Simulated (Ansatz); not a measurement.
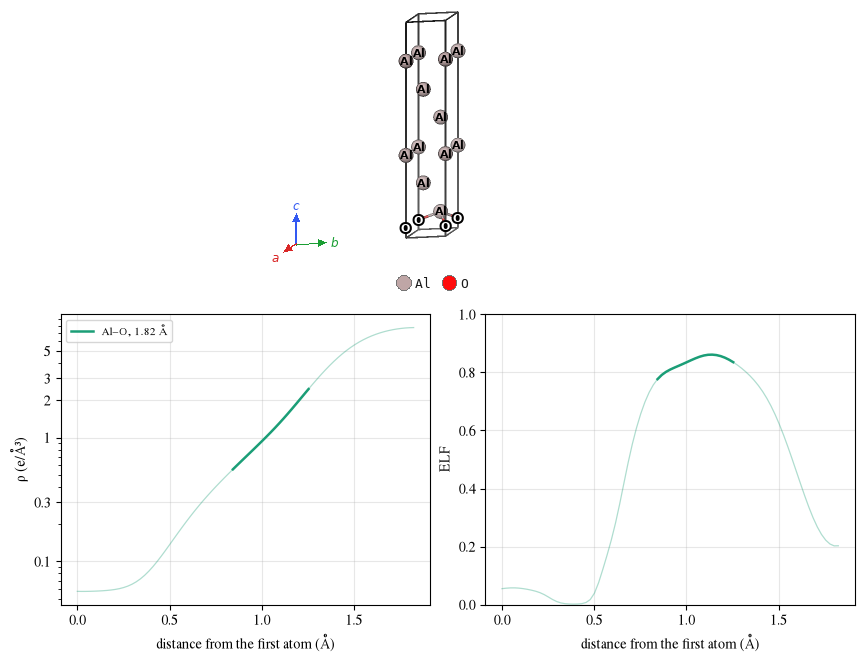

*Al6O. Valence electron density and ELF along straight lines between neighbouring atoms. Thin, pale parts lie inside the atomic spheres. The structure is drawn too.*

Space group P3m1; a generated structure, not necessarily the stable one; changed on purpose from its base cell (volume × 1.10, shape and atoms relaxed).

Method: Ansatz 0.2.0, DFT PBE, scalar-relativistic, plane waves, PAW.

In a PAW calculation such maps are meaningful between the atoms, not at the nuclei.

```
Al O
1.0
     2.89346    0.00000    0.00000
    -1.44673    2.50581    0.00000
     0.00000    0.00000   15.85914
Al O
6 1
Cartesian
  0.0000 1.6705 1.4473
  0.0000 0.0000 13.0055
  1.4467 0.8353 10.6783
  0.0000 0.0000 6.0712
  0.0000 1.6705 8.3820
  1.4467 0.8353 3.8033
  0.0000 0.0000 0.7165
```

Q: What can be read from the curves?

A: Al–O (1.82 Å): ρ at the midpoint is about 0.69 e/Å³; the ELF peaks at about 0.85 in the valence shell of O, 0.7 Å from its nucleus, and is about 0.80 at the midpoint.
